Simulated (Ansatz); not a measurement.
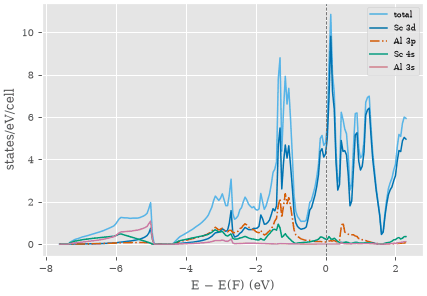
Figure: Total and projected density of states of Sc$_{3}$Al (Cu3Au type, Pm-3m), DFT-r²SCAN in the program Ansatz with PAW potentials

Problem. Which orbitals carry the states next to the Fermi level?

Solution. Within 0.5 eV of the Fermi level: Sc 3d 86 %. Projections are on Löwdin-orthogonalised atomic valence shells; empty p or d shells of many metals are not among them.

Problem. Where is the tallest occupied peak in this window, and what makes it?

Solution. Near -1.3 eV, about 8.8 states/eV per cell; the largest projected share is Sc 3d.

The first step of the workflow began from a Materials Project structure, measured or hypothetical; the Crystallography Open Database copy checked does not list it. Whether it is the stable phase at ambient conditions was not checked. Symmetry was held in the r²SCAN relaxation; its stability against distortions is not shown here. The run is not spin-polarised.

Potentials: the later of the program's two PAW sets.
